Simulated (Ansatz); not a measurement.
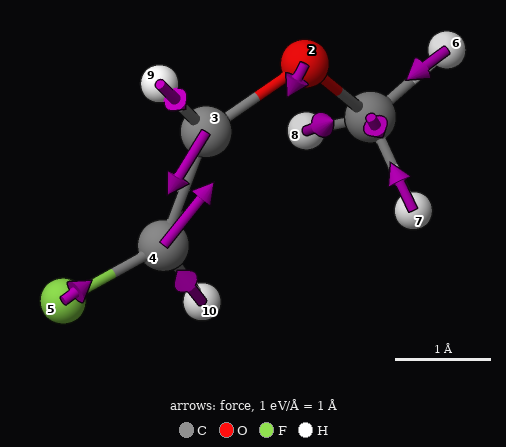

Starting geometry of C₃H₅FO with the computed forces as purple arrows. A ball-and-stick model, seen from a free direction.

The start comes from PBE-D4/def2-SVP.

Level of theory: Ansatz, RKS PBE0-D4/def2-TZVP.

The input:
```yaml
crystal:
  periodic: [false, false, false]
  atoms:
    - {symbol: C, position_ang: [-0.897408, -1.096528, 0.239051]}
    - {symbol: O, position_ang: [-0.807036, 0.177414, 0.847032]}
    - {symbol: C, position_ang: [0.172765, 0.998746, 0.396572]}
    - {symbol: C, position_ang: [1.074193, 0.741021, -0.576504]}
    - {symbol: F, position_ang: [1.992828, 1.674678, -0.909003]}
    - {symbol: H, position_ang: [-1.736832, -1.629862, 0.722095]}
    - {symbol: H, position_ang: [-1.097173, -1.014388, -0.854676]}
    - {symbol: H, position_ang: [0.039498, -1.683772, 0.380786]}
    - {symbol: H, position_ang: [0.183525, 1.966281, 0.922289]}
    - {symbol: H, position_ang: [1.158640, -0.184891, -1.164741]}
basis:
  gaussian: {orbitals: def2-TZVP}
hamiltonian: {xc: pbe0, dispersion: d4}
relax: {f_tol: 0.005, max_steps: 150}
```

Launched with:
```bash
ansatz run in.yaml --threads 4 --pin off --events-out ev --progress --plain --max-ram 10444MiB
```

> Is this structure relaxed? If not, where do the atoms go?

It isn't relaxed: the largest force vector, on C4, is 0.87 eV/Å. The final displacements follow the starting forces only in part (cosine between the two patterns 0.65). Over 5 geometry steps the energy falls by 1.23 kcal/mol. The largest force component goes from 0.68 to 0.0028 eV/Å. The largest move after the best rigid fit is that of F5, 0.035 Å. By element the largest moves are F 0.035 Å, H 0.034 Å, C 0.029 Å, O 0.008 Å. Some distances before and after: C3–C4 1.351 → 1.328 Å, C1–H7 1.115 → 1.096 Å, C3–H9 1.101 → 1.084 Å, C1–H6 1.106 → 1.088 Å. The run took 13 s on 4 threads of Arm Neoverse V2 (shared host).
